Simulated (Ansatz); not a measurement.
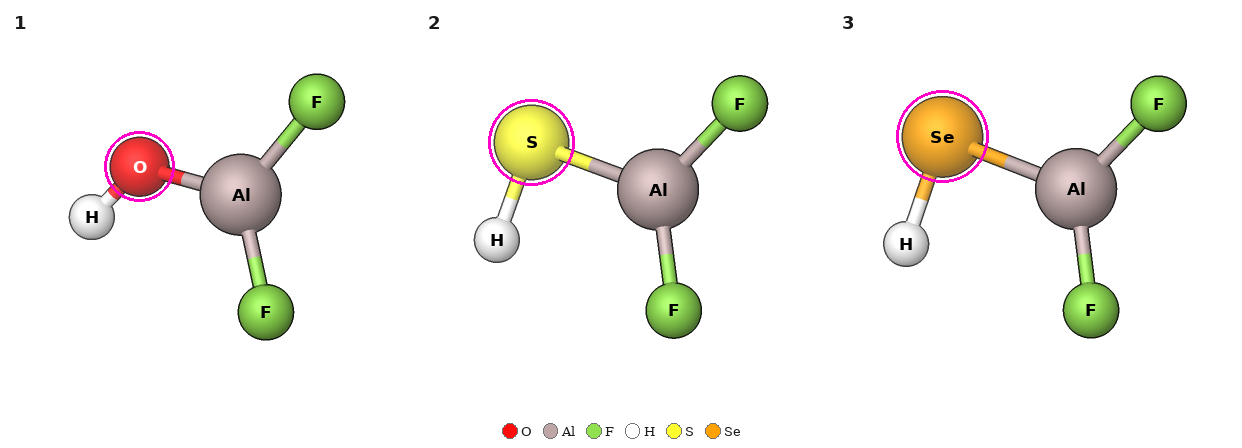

3 molecules with one skeleton, seen from the same side and at one scale; the atom that differs is circled. Charge 0, singlet. Computed geometries: PBE0-D4/def2-TZVP optimisations, one conformation each. Properties computed with Ansatz 0.2.0.

One atom differs, called X below: O in panel 1, S in panel 2, Se in panel 3. Their formulas are AlF2HO (`[OH][Al]([F])[F]`), AlF2HS (`[F][Al]([F])[SH]`), AlF2HSe (`[F][Al]([F])[SeH]`).

Question: Rank them by the angle Al–X–H, lowest first (PBE0-D4/def2-TZVP).

Answer: 3 (Se), 2 (S), 1 (O).

Question: Rank them by the length of X–H, lowest first (PBE0-D4/def2-TZVP).

Answer: 1 (O), 2 (S), 3 (Se).

Give the values. With PBE0-D4/def2-TZVP: length of X–Al (Å), length of X–H (Å), angle Al–X–H (°). With PBE0-D4/def2-TZVPP: HOMO energy (Kohn–Sham orbital) (eV), HOMO–LUMO gap (eV).

| quantity | 1 (O) | 2 (S) | 3 (Se) |
| --- | --- | --- | --- |
| length of X–Al (Å) | 1.674 | 2.153 | 2.285 |
| length of X–H (Å) | 0.955 | 1.346 | 1.470 |
| angle Al–X–H (°) | 123.7 | 91.6 | 89.8 |
| HOMO energy (Kohn–Sham orbital) (eV) | −9.95 | −8.36 | −7.91 |
| HOMO–LUMO gap (eV) | 8.85 | 7.27 | 6.74 |
